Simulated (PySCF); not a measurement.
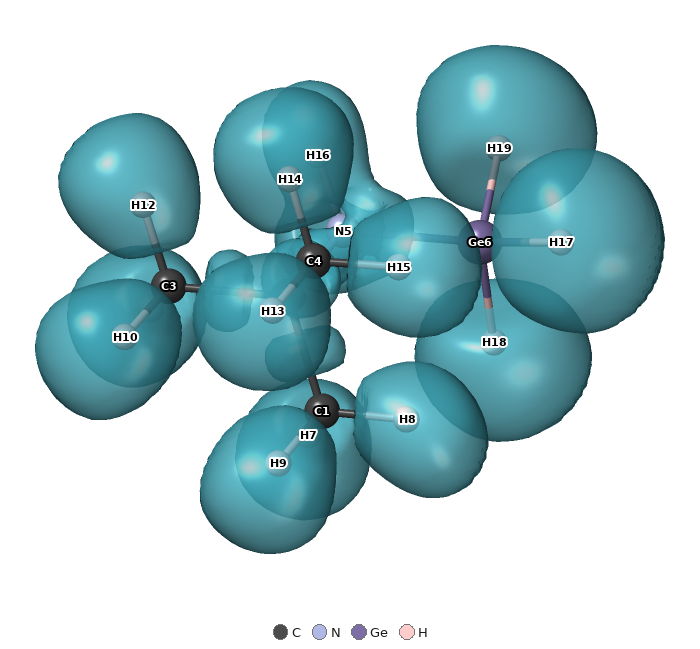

Figure 1: C4H13GeN (SMILES CC(C)(C)[NH][GeH3]). Isosurface of the ELF at 0.75 (cyan), seen at a tilt. Only the valence region is drawn (cores and ρ < 0.01 e/Å³ removed).

Geometry: GFN2-xTB.

All numbers below come from PBE0/def2-SVPD, SCF density, gas phase (PySCF).

```tsv
atom	x (Å)	y (Å)	z (Å)
C	-0.1180	-0.5168	1.4130
C	-0.4772	-0.1427	-0.0207
C	-1.4657	-1.1675	-0.5886
C	-1.1113	1.2534	-0.0465
N	0.7324	-0.1846	-0.8309
Ge	2.3665	0.4104	-0.3509
H	0.3809	-1.4829	1.4261
H	0.5561	0.2297	1.8327
H	-1.0108	-0.5689	2.0309
H	-2.3693	-1.2006	0.0147
H	-1.0095	-2.1543	-0.5955
H	-1.7403	-0.9073	-1.6090
H	-2.0116	1.2786	0.5627
H	-1.3733	1.5330	-1.0657
H	-0.4041	1.9848	0.3426
H	0.5022	0.0018	-1.7982
H	2.4420	1.8318	0.1562
H	2.9144	-0.4859	0.7130
H	3.1868	0.2973	-1.5936
```

Question: What do the ELF domains correspond to?

Answer: The ELF exceeds this value in three regions between bonded C–C atoms (shared pairs), twelve regions around hydrogen nuclei and one joined region spread over several atoms (H, N), in which their bonds and any lone pairs are merged. Along the contacts the grid gives the following. C–N (1.46 Å): the ELF peaks at about 0.95 between the atoms, as expected for a shared electron pair. C–C (1.52 Å): the ELF peaks at about 0.95 between the atoms: localised, covalent bonding.
